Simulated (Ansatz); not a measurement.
# CHClI radical: an energy map over bond length C2–I3 and angle I3–C2–H4

How does the energy of CHClI, SMILES Cl[CH]I, spin multiplicity 2 change over two coordinates at once? A grid of runs gives the map.

Method: UKS r2SCAN-D4/def2-TZVP; program: Ansatz 0.2.0.

**1. The system as given**

SMILES `Cl[CH]I`, 4 atoms, charge 0, spin multiplicity 2.

Atoms are counted from 1 here; the program's logs count them from 0.

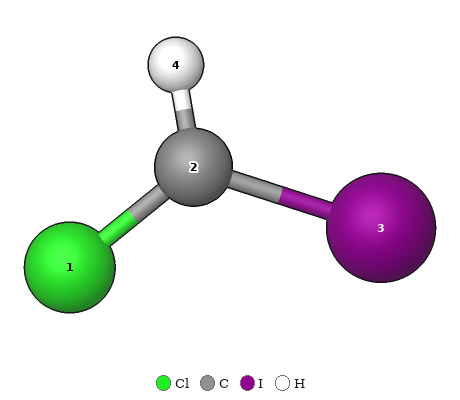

The starting geometry (chlorine green, carbon grey, iodine purple, hydrogen white); atoms are numbered from 1 in the order of the file.

As a file:

```xyz
4

Cl   -1.54738    0.10747   -0.64635
C    -0.00129    0.22941    0.06578
I     0.96011   -1.44708    0.84381
H     0.64406    1.04989   -0.28364
```

**2. The minimum at this level**

Input file input.yaml:

```yaml
crystal:
  periodic: [false, false, false]
  atoms:
    - { symbol: Cl, position_ang: [-1.547379, 0.107474, -0.646346] }
    - { symbol: C, position_ang: [-0.001288, 0.229413, 0.065783] }
    - { symbol: I, position_ang: [0.96011, -1.447076, 0.843805] }
    - { symbol: H, position_ang: [0.644056, 1.049889, -0.283642] }
magnetization:
  spin_polarized: true
  initial_magnetization: 1
basis:
  gaussian: { orbitals: def2-TZVP }
hamiltonian:
  xc: r2scan
  dispersion: d4
output:
  forces: true
relax:
  f_tol: 0.003
  max_steps: 120
```

Started as:

```bash
ansatz run input.yaml --threads 1 --pin off --max-ram 2560MiB --backend cpu --events-out ev --progress --plain --runs-dir out
```

Standard output, cut to the lines that bear on the results:

```text
Warning: RAYON_NUM_THREADS=1 ignored (pool sized by the plan → 1); use --threads N
[...]
Functional definition: r2SCAN
[...]
847 factors; their error is unknown
[...]
mean field -21677.78477904 eV, -796.6438968994 hartree, gradient 4.5e-5 eV, S^2 0.758993; 0 other end points of the search recorded, 0 dependent functions left out
[...]
reference -21677.78478975 eV, -796.6438972931 hartree; 25, 24 occupied and 99, 100 virtual orbitals, 847 factors
relax step   1: F+E_penalty+E_count = -21677.80559091 eV  Δ(F+E_penalty+E_count) = +0.000e0 eV  max|allowed force component| = 4.812e-1 eV/Å  Δτ_max = 0.0000 Å  (35 SCF iters, accepted)
[...]
relax step   6: F+E_penalty+E_count = -21677.81798143 eV  Δ(F+E_penalty+E_count) = -2.243e-6 eV  max|allowed force component| = 5.456e-3 eV/Å  Δτ_max = 0.0031 Å  (39 SCF iters, accepted)
[...]
relax step   7: F+E_penalty+E_count = -21677.81798788 eV  Δ(F+E_penalty+E_count) = -6.452e-6 eV  max|allowed force component| = 1.159e-3 eV/Å  Δτ_max = 0.0027 Å  (40 SCF iters, accepted)
847 factors; their error is unknown
[...]
mean field -21677.79713681 eV, -796.6443510392 hartree, gradient 2.5e-5 eV, S^2 0.758812; 1 other end points of the search recorded, 0 dependent functions left out
[...]
reference -21677.79714749 eV, -796.6443514314 hartree; 25, 24 occupied and 99, 100 virtual orbitals, 847 factors
Total energy: -21677.81799856 eV, -796.6451176942 hartree
Atom 0 at    -1.534757     0.108275    -0.638462 Å, force    -0.001159     0.000132    -0.000045 eV/Å
Atom 1 at     0.006345     0.224619     0.057938 Å, force     0.000535    -0.000996    -0.000797 eV/Å
Atom 2 at     0.950275    -1.432645     0.836197 Å, force     0.000051     0.000564     0.000180 eV/Å
Atom 3 at     0.633636     1.039451    -0.276073 Å, force     0.000573     0.000299     0.000663 eV/Å
Dipole moment:     0.124617     0.086239    -0.039971 e Å
```

Run time: 62 s. Hardware: 1 thread of Intel Xeon Platinum 8259CL at 2.50GHz (Skylake/Cascade Lake), shared host; peak memory 0.27 GiB.

Along the way:

| step | energy from step 1 (eV) | largest force component (eV/Å) |
| --- | --- | --- |
| 1 | 0.0000 | 0.4812 |
| 2 | -0.0092 | 0.1697 |
| 3 | -0.0111 | 0.1165 |
| 4 | -0.0120 | 0.1142 |
| 5 | -0.0124 | 0.0166 |
| 6 | -0.0124 | 0.0055 |
| 7 | -0.0124 | 0.0012 |

Close pairs (by a distance rule), those that changed most:

| bond | before (Å) | after (Å) | change (Å) |
| --- | --- | --- | --- |
| C2–I3 | 2.083 | 2.060 | -0.023 |
| C2–H4 | 1.101 | 1.081 | -0.020 |
| Cl1–C2 | 1.707 | 1.695 | -0.011 |

**3. Setting up the map**

The axes are (1) bond length C2–I3: 7 values from 1.813 to 2.575 Å; (2) angle I3–C2–H4: 7 values from 72.2 to 162.2 °.

Nothing else is relaxed (all other coordinates rigid). Energies count from the relaxed molecule at the same level. Points are written as (first, second).

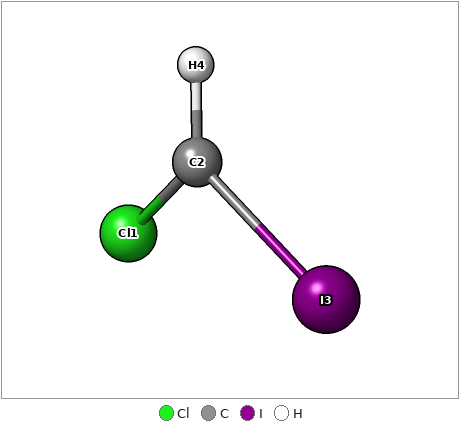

The geometry at (2.321 Å, 132.2°).

Of the runs on the grid, 3 are shown in the steps below; the others differ only in the two coordinates.

**4. Grid point (2.067 Å, 117.2°)**

Input file input.yaml:

```yaml
crystal:
  periodic: [false, false, false]
  atoms:
    - { symbol: Cl, position_ang: [-1.534757, 0.108275, -0.638462] }
    - { symbol: C, position_ang: [0.006345, 0.224619, 0.057938] }
    - { symbol: I, position_ang: [0.953691, -1.438271, 0.838849] }
    - { symbol: H, position_ang: [0.633636, 1.039451, -0.276073] }
magnetization:
  spin_polarized: true
  initial_magnetization: 1
basis:
  gaussian: { orbitals: def2-TZVP }
hamiltonian:
  xc: r2scan
  dispersion: d4
output:
  forces: true
```

Started as:

```bash
ansatz run input.yaml --threads 1 --pin off --max-ram 2560MiB --backend cpu --events-out ev --progress --plain --runs-dir out
```

Standard output, cut to the lines that bear on the results:

```text
Warning: RAYON_NUM_THREADS=1 ignored (pool sized by the plan → 1); use --threads N
[...]
[... 1 set-up line as earlier in the session ...]
[...]
847 factors; their error is unknown
[...]
mean field -21677.79673794 eV, -796.6443363807 hartree, gradient 3.9e-5 eV, S^2 0.758857; 0 other end points of the search recorded, 0 dependent functions left out
[...]
reference -21677.79674861 eV, -796.6443367731 hartree; 25, 24 occupied and 99, 100 virtual orbitals, 847 factors
Total energy: -21677.81759108 eV, -796.6451027196 hartree
Atom 0 at    -1.534757     0.108275    -0.638462 Å, force     0.015383    -0.006454     0.007161 eV/Å
Atom 1 at     0.006345     0.224619     0.057938 Å, force     0.026594    -0.077890     0.038006 eV/Å
Atom 2 at     0.953691    -1.438271     0.838849 Å, force    -0.051571     0.090390    -0.046307 eV/Å
Atom 3 at     0.633636     1.039451    -0.276073 Å, force     0.009594    -0.006045     0.001140 eV/Å
Dipole moment:     0.122321     0.088245    -0.041462 e Å
```

Run time: 8.7 s. Hardware: 1 thread of Intel Xeon Platinum 8259CL at 2.50GHz (Skylake/Cascade Lake), shared host; peak memory 0.21 GiB.

On the map this point reads 0.04 kJ/mol.

**5. Grid point (2.321 Å, 132.2°)**

Edit input.yaml of step 4 so:

```diff
@@ -5,3 +5,3 @@
     - { symbol: C, position_ang: [0.006345, 0.224619, 0.057938] }
-    - { symbol: I, position_ang: [0.953691, -1.438271, 0.838849] }
+    - { symbol: I, position_ang: [0.500506, -1.839628, 0.996944] }
     - { symbol: H, position_ang: [0.633636, 1.039451, -0.276073] }
```

Started as:

```bash
ansatz run input.yaml --threads 1 --pin off --max-ram 2560MiB --backend cpu --events-out ev --progress --plain --runs-dir out
```

Standard output, cut to the lines that bear on the results:

```text
Warning: RAYON_NUM_THREADS=1 ignored (pool sized by the plan → 1); use --threads N
[...]
[... 1 set-up line as earlier in the session ...]
[...]
847 factors; their error is unknown
[...]
mean field -21677.23167998 eV, -796.6235708838 hartree, gradient 4.5e-5 eV, S^2 0.762256; 0 other end points of the search recorded, 0 dependent functions left out
[...]
reference -21677.23169078 eV, -796.6235712808 hartree; 25, 24 occupied and 99, 100 virtual orbitals, 847 factors
Total energy: -21677.25246746 eV, -796.6243348097 hartree
Atom 0 at    -1.534757     0.108275    -0.638462 Å, force     0.150145     0.425456    -0.128581 eV/Å
Atom 1 at     0.006345     0.224619     0.057938 Å, force    -0.905218    -2.158546     0.875215 eV/Å
Atom 2 at     0.500506    -1.839628     0.996944 Å, force     0.155328     2.109928    -0.835071 eV/Å
Atom 3 at     0.633636     1.039451    -0.276073 Å, force     0.599745    -0.376838     0.088437 eV/Å
Dipole moment:     0.068734     0.168548    -0.090654 e Å
```

Run time: 9.2 s. Hardware: 1 thread of Intel Xeon Platinum 8259CL at 2.50GHz (Skylake/Cascade Lake), shared host; peak memory 0.26 GiB.

On the map this point reads 55 kJ/mol.

**6. Point (2.067 Å, 162.2°)**

Edit input.yaml of step 5 so:

```diff
@@ -5,3 +5,3 @@
     - { symbol: C, position_ang: [0.006345, 0.224619, 0.057938] }
-    - { symbol: I, position_ang: [0.500506, -1.839628, 0.996944] }
+    - { symbol: I, position_ang: [-0.621461, -1.585376, 0.833998] }
     - { symbol: H, position_ang: [0.633636, 1.039451, -0.276073] }
```

Started as:

```bash
ansatz run input.yaml --threads 1 --pin off --max-ram 2560MiB --backend cpu --events-out ev --progress --plain --runs-dir out
```

Standard output, cut to the lines that bear on the results:

```text
Warning: RAYON_NUM_THREADS=1 ignored (pool sized by the plan → 1); use --threads N
[...]
[... 1 set-up line as earlier in the session ...]
[...]
847 factors; their error is unknown
[...]
mean field -21674.59227995 eV, -796.5265747218 hartree, gradient 4.4e-5 eV, S^2 0.766734; 2 other end points of the search recorded, 0 dependent functions left out
[...]
reference -21674.59229044 eV, -796.5265751074 hartree; 25, 24 occupied and 99, 100 virtual orbitals, 847 factors
Total energy: -21674.61367685 eV, -796.5273610436 hartree
Atom 0 at    -1.534757     0.108275    -0.638462 Å, force    -3.064986     5.576752    -4.840056 eV/Å
Atom 1 at     0.006345     0.224619     0.057938 Å, force    -1.539635    -1.172855     0.207983 eV/Å
Atom 2 at    -0.621461    -1.585376     0.833998 Å, force     4.000480    -3.955777     4.244610 eV/Å
Atom 3 at     0.633636     1.039451    -0.276073 Å, force     0.604141    -0.448120     0.387463 eV/Å
Dipole moment:     0.060613     0.169527    -0.102445 e Å
```

It took 10 s on 1 thread of Intel Xeon Platinum 8259CL at 2.50GHz (Skylake/Cascade Lake), shared host; peak memory 0.22 GiB.

Energy on the map's scale: 309 kJ/mol.

**7. Energy over the grid**

49 points were computed. Energies in kJ/mol, from the relaxed molecule at the same level:

| angle I3–C2–H4 (°) ↓, bond length C2–I3 (Å) → | 1.813 | 1.940 | 2.067 | 2.194 | 2.321 | 2.448 | 2.575 |
| --- | --- | --- | --- | --- | --- | --- | --- |
| 162.2 | 500 | 377 | 309 | 277 | 264 | 262 | 264 |
| 147.2 | 221 | 140 | 109 | 106 | 118 | 139 | 162 |
| 132.2 | 104 | 40 | 23 | 32 | 55 | 84 | 115 |
| 117.2 | 72 | 14 | 0 | 11 | 36 | 67 | 99 |
| 102.2 | 100 | 38 | 20 | 28 | 49 | 77 | 107 |
| 87.2 | 182 | 108 | 80 | 79 | 91 | 111 | 134 |
| 72.2 | 324 | 231 | 185 | 166 | 163 | 169 | 180 |

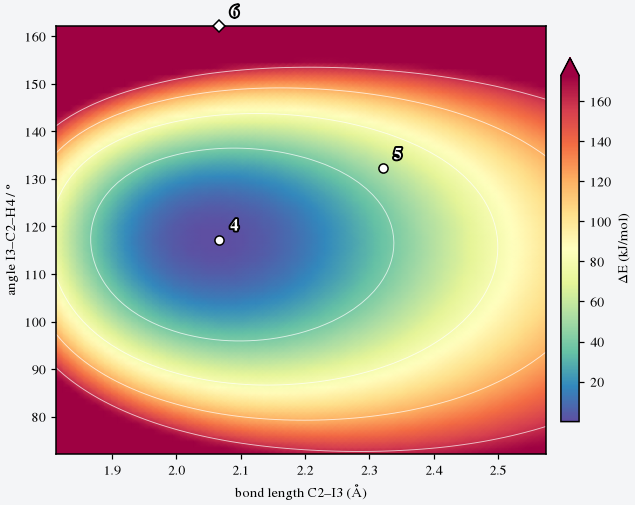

The map; numbers mark the steps of this session that print a point's run. In the figure: a smooth colour map, one colour for all values above the top of the scale. Between grid points the surface is interpolated.

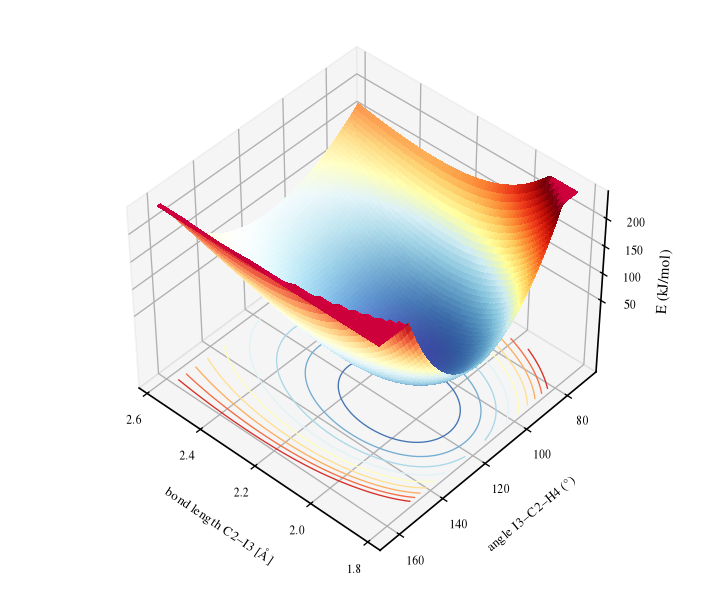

The same map in relief. The picture shows a relief with its contours projected below, any walls above the top of the colour scale cut off.

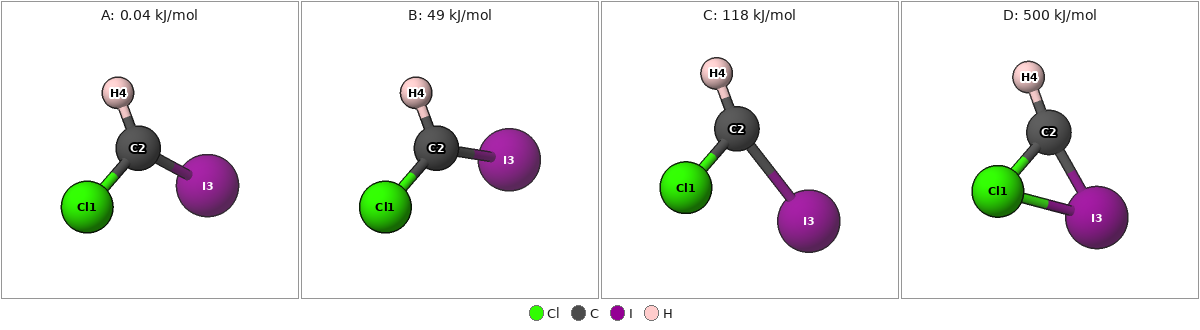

Structures on the grid, at one scale: A at (2.067 Å, 117.2°); B at (2.321 Å, 102.2°); C at (2.321 Å, 147.2°); D at (1.813 Å, 162.2°).

On the same grid, largest force on an atom (eV/Å):

| angle I3–C2–H4 (°) ↓, bond length C2–I3 (Å) → | 1.813 | 1.940 | 2.067 | 2.194 | 2.321 | 2.448 | 2.575 |
| --- | --- | --- | --- | --- | --- | --- | --- |
| 162.2 | 16.3 | 10.6 | 8.0 | 6.5 | 5.1 | 3.8 | 2.8 |
| 147.2 | 10.3 | 5.4 | 3.4 | 2.8 | 3.3 | 3.5 | 3.4 |
| 132.2 | 8.0 | 3.2 | 1.1 | 2.0 | 2.5 | 2.7 | 2.7 |
| 117.2 | 7.4 | 2.6 | 0.1 | 1.6 | 2.3 | 2.6 | 2.7 |
| 102.2 | 7.8 | 3.1 | 1.0 | 1.5 | 2.1 | 2.4 | 2.5 |
| 87.2 | 9.0 | 4.3 | 1.9 | 1.9 | 1.8 | 2.0 | 2.0 |
| 72.2 | 11.1 | 6.2 | 3.5 | 2.7 | 2.1 | 1.7 | 1.4 |

**8. Outcome**

```
                       quantity                                                                           value
                   lowest point                                                  (2.067 Å, 117.2°), 0.04 kJ/mol
         highest computed point                                  (1.813 Å, 162.2°), 500 kJ/mol above the lowest
largest force on an atom (eV/Å)  0.1 at (2.067 Å, 117.2°) to 16.3 at (1.813 Å, 162.2°); 0.1 at the lowest point
        time for the whole task                                                9.8 min on 1 thread, shared host
```

The lowest computed point is at (2.067 Å, 117.2°), 0.04 kJ/mol from the relaxed molecule at the same level. The grid is coarse, so the lowest point of the scanned range may lie between grid points; coordinates that were held can hide deeper minima. No other kind of well shows on this grid. The highest computed point, (1.813 Å, 162.2°), lies 500 kJ/mol above the lowest. Round the minimum the two coordinates are nearly uncoupled.
